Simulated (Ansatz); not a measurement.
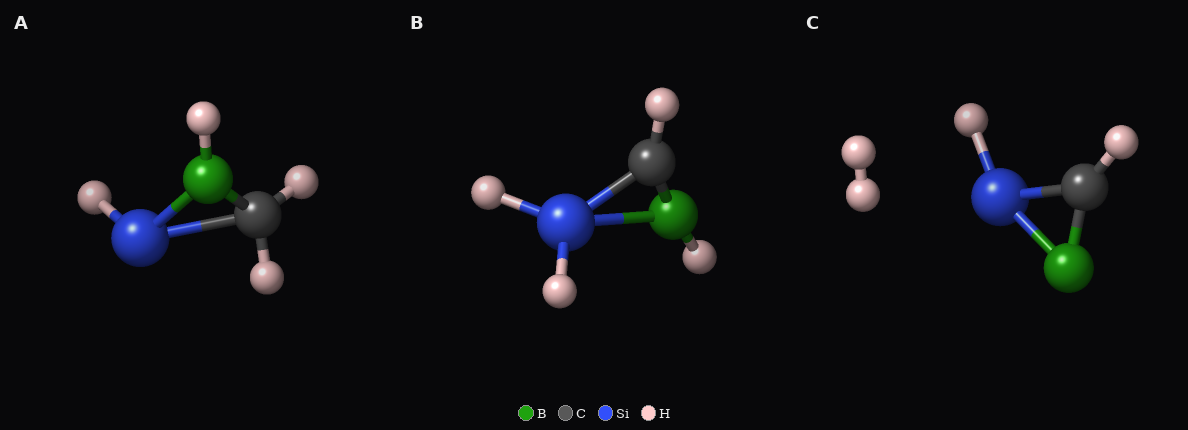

3 stationary structures of one formula. State: neutral, doublet. Geometries: PBE-D4/def2-SVP. Electronic energies: PBE-D4/def2-SVP (Ansatz 0.2.0), without zero-point energy. No frequency run is at hand to confirm each as a minimum. Each is one conformer, not always the lowest.

> Which is lowest in energy, and by how much?

B is lowest (C1); A lies 4.4 kcal/mol above it (C1), C lies 52.3 kcal/mol above it (C1).
